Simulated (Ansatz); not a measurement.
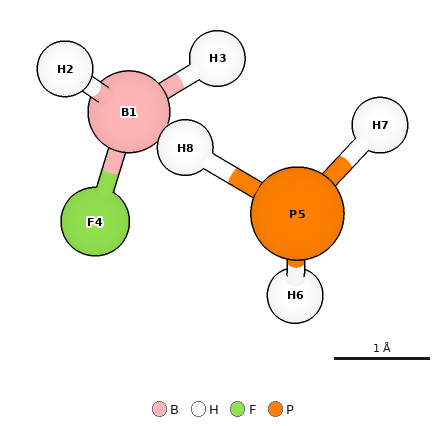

**Figure 1.** The starting structure (ball-and-stick view, seen at a tilt; atoms are numbered from 1 in the order of the input).

Geometry relaxation, with input and output: BPH₅F (part 1 of 2)

BPH₅F, computed with RKS BHLYP-D4/def2-mTZVP (Ansatz 0.2.0).

It belongs to a series of runs on one base structure; here: end point A relaxed. Figures and captions count atoms from 1; the log counts them from 0 in places.

The program's output:
```
The last accepted step is kept in [file] (removed where the run ends without a failure and the disk answers)
Engine: ansatz 0.2.0, x86_64-unknown-linux-gnu
Functional definition: BHLYP
  parameter a = 0.5
  exchange = (1 - a)*b88_x + a*exact_x
  correlation = lyp_c
744 factors; integrals over basis functions are off by at most 7.6e-4 eV
mean field evaluation 1: about -12762.3253 eV, gradient 2.6e1 eV
mean field evaluation 2: about -12762.4883 eV, gradient 2.9e1 eV
mean field evaluation 4: about -12763.5149 eV, gradient 6.1e-1 eV
mean field evaluation 8: about -12763.6156 eV, gradient 4.1e-2 eV
mean field -12763.61560563 eV, -469.0542220174 hartree, gradient 6.7e-5 eV, S^2 0.000000; 0 other end points of the search recorded, 0 dependent functions left out
the calculation of the forces begins
reference -12763.61577452 eV, -469.0542282240 hartree; 17, 17 occupied and 58, 58 virtual orbitals, 744 factors
relax step   1: F+E_penalty+E_count = -12763.73892321 eV  Δ(F+E_penalty+E_count) = +0.000e0 eV  max|allowed force component| = 4.300e-1 eV/Å  Δτ_max = 0.0000 Å  (24 SCF iters, accepted)
these checks for a lower state are left out or cut short: starts, cluster_reference, orbital_swaps, neighbouring_geometries, increment
744 factors; integrals over basis functions are off by at most 7.5e-4 eV
mean field evaluation 16: about -12763.5014 eV, gradient 5.0e0 eV
mean field -12763.71841435 eV, -469.0580001684 hartree, gradient 1.3e-5 eV, S^2 0.000000; 0 other end points of the search recorded, 0 dependent functions left out
[... from here on the field's lines of each further geometry are left out, up to the last ...]
relax step   2: F+E_penalty+E_count = -12763.83561684 eV  Δ(F+E_penalty+E_count) = -9.669e-2 eV  max|allowed force component| = 1.835e-1 eV/Å  Δτ_max = 0.1950 Å  (28 SCF iters, accepted)
relax step   3: F+E_penalty+E_count = -12763.85313902 eV  Δ(F+E_penalty+E_count) = -1.752e-2 eV  max|allowed force component| = 5.036e-1 eV/Å  Δτ_max = 0.1538 Å  (29 SCF iters, accepted)
relax step   4: F+E_penalty+E_count = -12763.87796244 eV  Δ(F+E_penalty+E_count) = -2.482e-2 eV  max|allowed force component| = 3.743e-1 eV/Å  Δτ_max = 0.2000 Å  (29 SCF iters, accepted)
relax step   5: F+E_penalty+E_count = -12763.88185376 eV  Δ(F+E_penalty+E_count) = -3.891e-3 eV  max|allowed force component| = 8.381e-2 eV/Å  Δτ_max = 0.1178 Å  (29 SCF iters, accepted)
relax step   6: F+E_penalty+E_count = -12763.88315376 eV  Δ(F+E_penalty+E_count) = -1.300e-3 eV  max|allowed force component| = 2.418e-2 eV/Å  Δτ_max = 0.0414 Å  (30 SCF iters, accepted)
relax step   7: F+E_penalty+E_count = -12763.88025477 eV  Δ(F+E_penalty+E_count) = +2.899e-3 eV  max|allowed force component| = 2.873e-1 eV/Å  Δτ_max = 0.1289 Å  (29 SCF iters, rejected (line search))
relax step   8: F+E_penalty+E_count = -12763.88344001 eV  Δ(F+E_penalty+E_count) = -2.863e-4 eV  max|allowed force component| = 3.412e-2 eV/Å  Δτ_max = 0.0365 Å  (24 SCF iters, accepted)
relax step   9: F+E_penalty+E_count = -12763.88360161 eV  Δ(F+E_penalty+E_count) = -1.616e-4 eV  max|allowed force component| = 3.702e-2 eV/Å  Δτ_max = 0.0365 Å  (23 SCF iters, accepted)
relax step  10: F+E_penalty+E_count = -12763.88372160 eV  Δ(F+E_penalty+E_count) = -1.200e-4 eV  max|allowed force component| = 4.643e-2 eV/Å  Δτ_max = 0.0266 Å  (23 SCF iters, accepted)
relax step  11: F+E_penalty+E_count = -12763.88387443 eV  Δ(F+E_penalty+E_count) = -1.528e-4 eV  max|allowed force component| = 6.993e-2 eV/Å  Δτ_max = 0.0485 Å  (30 SCF iters, accepted)
relax step  12: F+E_penalty+E_count = -12763.88374795 eV  Δ(F+E_penalty+E_count) = +1.265e-4 eV  max|allowed force component| = 8.240e-2 eV/Å  Δτ_max = 0.0271 Å  (24 SCF iters, rejected (line search))
relax step  13: F+E_penalty+E_count = -12763.88404321 eV  Δ(F+E_penalty+E_count) = -1.688e-4 eV  max|allowed force component| = 5.894e-2 eV/Å  Δτ_max = 0.0132 Å  (23 SCF iters, accepted)
relax step  14: F+E_penalty+E_count = -12763.88417626 eV  Δ(F+E_penalty+E_count) = -1.331e-4 eV  max|allowed force component| = 4.271e-2 eV/Å  Δτ_max = 0.0245 Å  (24 SCF iters, accepted)
relax step  15: F+E_penalty+E_count = -12763.88423677 eV  Δ(F+E_penalty+E_count) = -6.051e-5 eV  max|allowed force component| = 3.072e-2 eV/Å  Δτ_max = 0.0163 Å  (23 SCF iters, accepted)
the calculation of the forces begins
reference -12763.78101969 eV, -469.0603008721 hartree; 17, 17 occupied and 58, 58 virtual orbitals, 744 factors
relax step  16: F+E_penalty+E_count = -12763.88436873 eV  Δ(F+E_penalty+E_count) = -1.320e-4 eV  max|allowed force component| = 2.703e-2 eV/Å  Δτ_max = 0.0450 Å  (30 SCF iters, accepted)
744 factors; integrals over basis functions are off by at most 7.5e-4 eV
mean field evaluation 128: about -12763.7808 eV, gradient 1.2e-4 eV
```

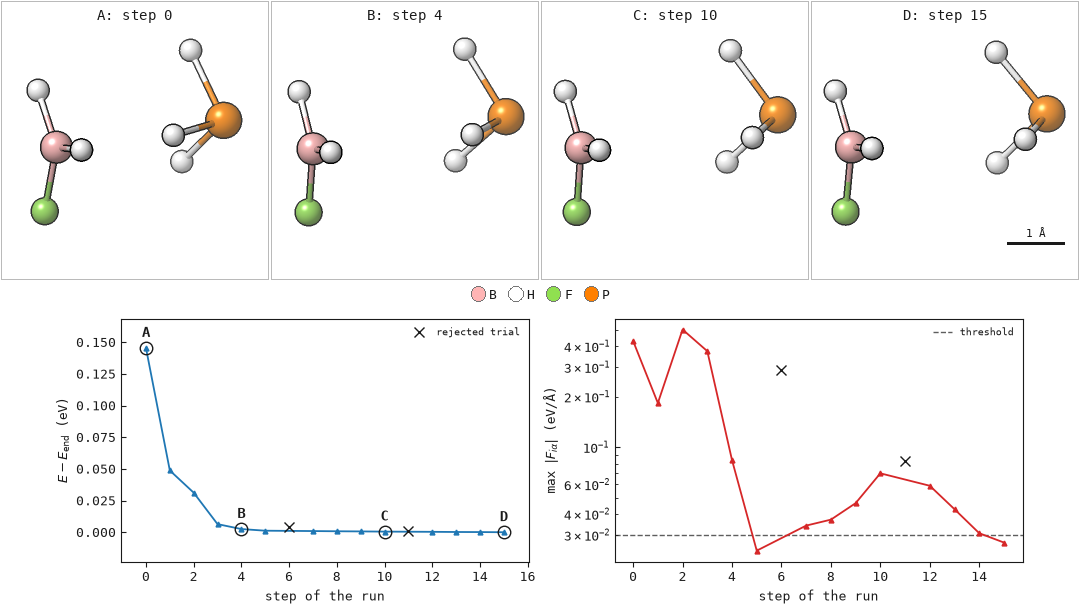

**Figure 2.** Frames of the relaxation (ball-and-stick view, seen at a tilt) above the curves, on which the letters mark them (the first geometry is step 0 here and step 1 in the log).

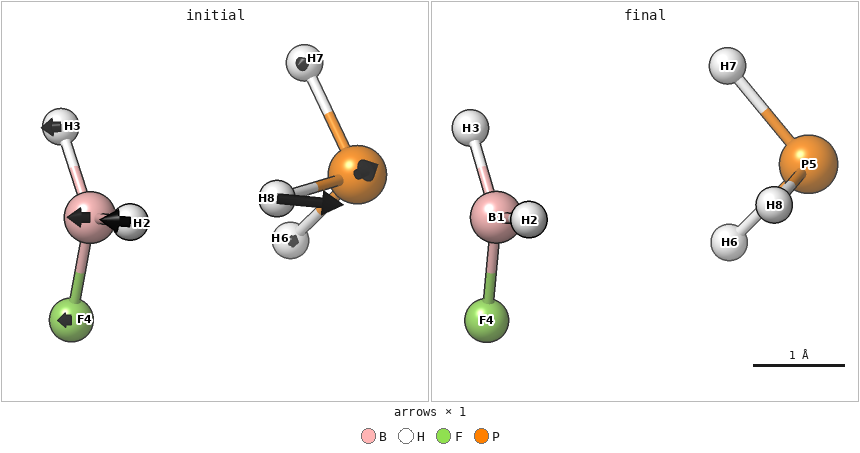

**Figure 3.** Before (left) and after (right) the relaxation, at one scale (ball-and-stick view, seen at a tilt). The black arrows give the displacements, at true length. Over 15 geometry steps the energy falls by 0.145 eV. Largest force component: 0.43 eV/Å at the start, 0.027 eV/Å at the end. The line search rejected the trial steps at points 6, 11 (counted from 0) and went back. The largest move after the best rigid fit is that of H8, 0.75 Å. Largest moves by element: H 0.75 Å, P 0.34 Å, B 0.27 Å, F 0.16 Å. Among the contacts that change: P5–H8 1.418 → 1.411 Å. (Atoms are counted from 1 in the order of the input.)

```
mean field -12763.78084304 eV, -469.0602943803 hartree, gradient 1.0e-5 eV, S^2 0.000000; 1 other end points of the search recorded, 0 dependent functions left out
the calculation of the forces begins
reference -12763.78101969 eV, -469.0603008721 hartree; 17, 17 occupied and 58, 58 virtual orbitals, 744 factors
Total energy: -12763.88454538 eV, -469.0641053711 hartree
Atom 0 at     0.011291     0.425909    -0.076624 Å, force     0.010240    -0.004801     0.010540 eV/Å
Atom 1 at    -0.013086     0.806938     1.042976 Å, force    -0.000976    -0.003387    -0.020802 eV/Å
Atom 2 at     1.004382     0.215778    -0.682744 Å, force    -0.004064     0.007422     0.004346 eV/Å
Atom 3 at    -1.134981     0.240553    -0.690207 Å, force    -0.003452     0.002643     0.004980 eV/Å
Atom 4 at     0.228976    -3.052832     1.097660 Å, force     0.017161     0.027030    -0.014777 eV/Å
Atom 5 at    -0.569657    -2.672002    -0.000042 Å, force     0.005677    -0.005661     0.005820 eV/Å
Atom 6 at     1.398768    -2.441481     0.597178 Å, force    -0.026915    -0.014064     0.012671 eV/Å
Atom 7 at    -0.141294    -1.945265     1.889102 Å, force     0.002330    -0.009180    -0.002778 eV/Å
Dipole moment:     0.167552     0.137345     0.038693 e Å
```

Trajectory as extended XYZ (Å, eV, eV/Å), 16 frames, from step=1 to step=16:
```
8
Properties=species:S:1:pos:R:3:forces:R:3 step=1 energy=-12763.73892
B    -0.0121    0.1978    0.0505    0.0018   0.2756   0.0664
H    -0.0708    0.5068    1.1930   -0.0060   0.3219  -0.1937
H     1.0041    0.0413   -0.5306    0.0012  -0.0119   0.0085
F    -1.1385    0.0956   -0.6226   -0.0248  -0.0099  -0.0044
P     0.1356   -2.7190    1.1425    0.0053  -0.1402   0.0920
H    -0.5445   -2.6264   -0.0868   -0.0039   0.0012  -0.0008
H     1.4146   -2.5738    0.5709    0.0077  -0.0067   0.0046
H    -0.0042   -1.3447    1.4606    0.0187  -0.4300   0.0275
8
Properties=species:S:1:pos:R:3:forces:R:3 step=2 energy=-12763.83562
B    -0.0154    0.3023    0.0375   -0.1236  -0.1506  -0.0635
H    -0.0764    0.6975    1.1529   -0.0232   0.1402  -0.1472
H     1.0005    0.0718   -0.5251   -0.0502   0.1037   0.0124
F    -1.1431    0.1002   -0.6188    0.1835   0.1298   0.1196
P     0.1442   -2.8235    1.1462    0.0140   0.0252  -0.0470
H    -0.5385   -2.6804   -0.0786    0.0087  -0.0628   0.0070
H     1.4186   -2.6289    0.5761    0.0089  -0.0591  -0.0012
H    -0.0054   -1.4615    1.4871   -0.0181  -0.1264   0.1200
8
Properties=species:S:1:pos:R:3:forces:R:3 step=3 energy=-12763.85314
B    -0.0341    0.3542    0.0235   -0.2758   0.5036  -0.4302
H    -0.0949    0.8281    1.1126   -0.0226  -0.2230  -0.1208
H     0.9813    0.1067   -0.5388   -0.1188  -0.1207   0.1463
F    -1.1589    0.2439   -0.6711    0.4277  -0.1007   0.3782
P     0.1717   -2.9270    1.1640    0.0290   0.0603  -0.1198
H    -0.5226   -2.7530   -0.0521    0.0052  -0.0593   0.0224
H     1.4386   -2.6939    0.5873   -0.0220  -0.0503   0.0217
H     0.0033   -1.5813    1.5519   -0.0226  -0.0099   0.1021
8
Properties=species:S:1:pos:R:3:forces:R:3 step=4 energy=-12763.87796
B    -0.0257    0.4626   -0.0275    0.3743  -0.1010   0.2513
H    -0.0781    0.9299    1.0636   -0.0076   0.0019  -0.1493
H     0.9878    0.1690   -0.5714   -0.0920   0.0984   0.0348
F    -1.1468    0.2369   -0.6593   -0.2710   0.0045  -0.1469
P     0.1892   -3.0235    1.1490    0.0120   0.1054   0.0651
H    -0.5293   -2.7865   -0.0372   -0.0362   0.0040  -0.0416
H     1.4349   -2.6807    0.5846    0.0028  -0.0033   0.0108
H    -0.0477   -1.7301    1.6754    0.0176  -0.1100  -0.0241
8
Properties=species:S:1:pos:R:3:forces:R:3 step=5 energy=-12763.88185
B    -0.0169    0.4260   -0.0397   -0.0252  -0.0838   0.0414
H    -0.0756    0.8556    1.0590    0.0084   0.0469   0.0113
H     0.9937    0.1890   -0.6030    0.0107   0.0285  -0.0333
F    -1.1469    0.1967   -0.6689    0.0072   0.0252  -0.0278
P     0.1766   -3.0089    1.1235    0.0233  -0.0699   0.0612
H    -0.5336   -2.6689   -0.0405   -0.0449   0.0148  -0.0700
H     1.4307   -2.6452    0.5950    0.0201   0.0137  -0.0035
H    -0.0437   -1.7667    1.7517    0.0004   0.0247   0.0206
8
Properties=species:S:1:pos:R:3:forces:R:3 step=6 energy=-12763.88315
B    -0.0123    0.4337   -0.0414    0.0065   0.0136  -0.0178
H    -0.0605    0.8799    1.0521   -0.0008  -0.0037   0.0070
H     0.9936    0.1993   -0.6163   -0.0037  -0.0022   0.0028
F    -1.1462    0.2066   -0.6643   -0.0008  -0.0016   0.0024
P     0.1869   -3.0290    1.1241    0.0043   0.0242  -0.0186
H    -0.5383   -2.6964   -0.0385    0.0071  -0.0082   0.0152
H     1.4289   -2.6190    0.5962   -0.0113  -0.0061   0.0063
H    -0.0676   -1.7975    1.7654   -0.0014  -0.0159   0.0026
```
